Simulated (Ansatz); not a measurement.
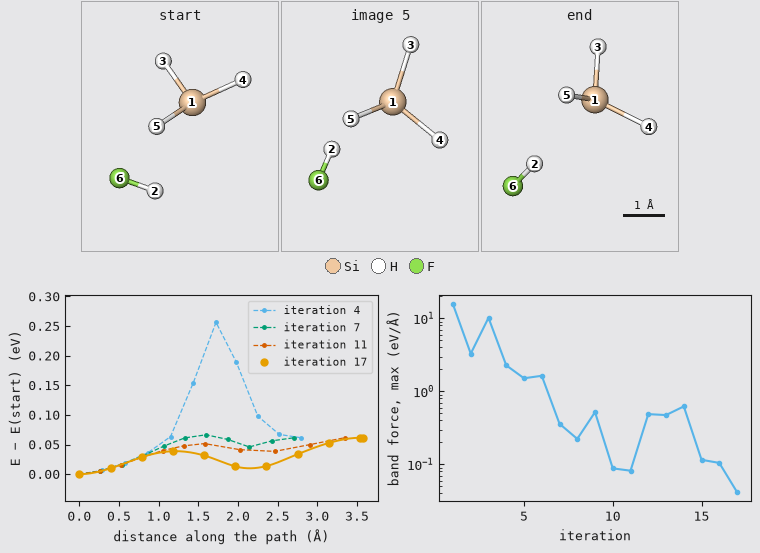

A nudged-elastic-band calculation for SiH₄F (multiplicity 2), made up of SiH$_{3}$ and HF. Images are numbered from 0 (start) to 10 (end). The plot follows the band through its iterations. Style: ball-and-stick. Shown from a free direction.

Level of theory: UKS PBE0/6-31G* (Ansatz). Settings: 9 movable images; climbing image; force threshold 0.05 eV/Å; iteration limit 60; starting path through a guess of the saddle point.

Did the band converge, and can the barrier be trusted?

Answer. The run is converged, with reservations. The band converged in 17 iterations. The largest component of the band force went from 16 to 0.042 eV/Å. The first iteration put the highest image at 1.955 eV. No barrier shows: the energy is highest at the end, and the end lies 0.062 eV above the start.

Limits of the set-up: the start holds two separate molecules, 3.0 Å apart at their closest, whose relative position is a soft coordinate and is computed without a dispersion correction.

Cost: 3.1 min on 1 thread of Arm Neoverse V2, with other jobs on the host, peak memory 0.1 GiB.
